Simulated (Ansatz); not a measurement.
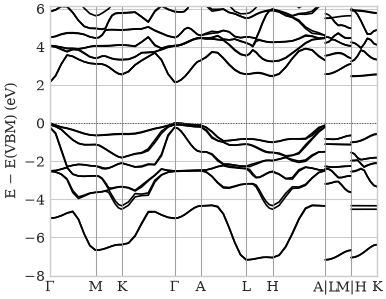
Fig. 1. Band structure from plane-wave PAW r²SCAN with spin–orbit coupling (Ansatz code)

Question: Read off the gap and where the band edges lie.

Answer: About 2.1 eV (2.14 eV by a search for the band edges); maximum at Γ, minimum at Γ.

The material is ScSnCN in space group P3m1 (No. 156; Sc on 1b, Sn on 1c, C on 1b, N on 1c).

The start of the workflow was typed in or built on a structure type; neither database checked (COD, Materials Project) lists it. Its standing as an ambient phase is unchecked. The r²SCAN relaxation kept the symmetry of its start; its stability against distortions is not shown here. No spin polarisation was allowed.

Potentials: the earlier of the program's two PAW sets.
